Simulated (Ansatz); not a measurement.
# Fields on a plane of B (space group R-3m)

```
B
1.0
    2.43813     1.40765     4.16642
   -2.43813     1.40765     4.16642
    0.00000    -2.81531     4.16642
B
12
Direct
  0.01061   0.65384   0.01061
  0.98939   0.34616   0.98939
  0.01061   0.01061   0.65384
  0.98939   0.98939   0.34616
  0.65384   0.01061   0.01061
  0.34616   0.98939   0.98939
  0.22159   0.62980   0.22159
  0.77841   0.37020   0.77841
  0.22159   0.22159   0.62980
  0.77841   0.77841   0.37020
  0.62980   0.22159   0.22159
  0.37020   0.77841   0.77841
```

The slice is a (0001) plane (indices of the conventional cell) through the point (0.778, 0.778, 0.370) (fractional), spanned by u = [1 0 -1] and v = [-1 2 -1] in vectors of this cell: u (4.88 Å) and v (8.45 Å, at 90° to u). It covers one period; positions are fractions (u, v).

Atoms on it: B at (0.30, 0.30); B at (0.80, 0.80); B at (0.00, 0.00); B at (0.50, 0.50); B at (0.09, 0.50); B at (0.59, 0.00). Other atoms lie within 1 Å of the plane.

Calculation: PBEsol (plane waves to 420 eV, PAW, scalar-relativistic; Ansatz, a quantum-chemistry and plane-wave program). k mesh 7×7×7. These are valence fields of a PAW run, semicore shells included where kept as valence: close to a nucleus they are smooth pseudo fields. B was relaxed with its symmetry unable to fall.

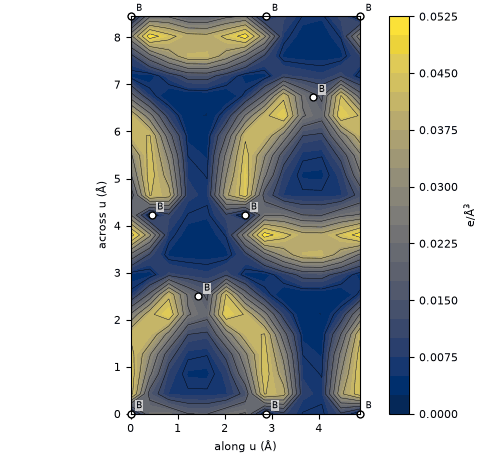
Fig. 1. Density of the highest valence band (whole band, smooth part) in e/Å³, one period of the plane, atoms marked. 

```
|xx:  :xxx==x|
|:+-xx-+:-==-|
|#@*  *@% xx |
|*%%%%%%*xxxx|
|: -%@- : xx |
| x *# x -::-|
|. :%%-  +%%*|
|-.=%@=.-#@@#|
|xxx-=xxx=%%+|
|xxx  xxx ++:|
|xxx==xxx:  :|
|+:-==-:+-xx-|
|@% xx #@*  *|
|%*xxxx*%%%%%|
| : xx : -%@-|
|x -::- x *# |
|  +%%*. :%%-|
|.-#@@#-.=%@=|
|xx=%%+xxx-=x|
|xx ++:xxx  x|
```
Scale: ten equal steps from 0.00 (start of ' ') to 8.38 (end of '@'), in the order ' .:-=+*#%@'. Values: electrostatic potential energy of an electron, from the cell's mean, in eV. The map has 12 points along u (one character each, u = 0 at the left) and 20 along v (v = 0 in the bottom row). Points within 0.7 Å of a nucleus are blanked (x), as the pseudised field means little there. Values under 0 eV are set to 0. The zero, the cell's mean, hangs on the PAW cores.
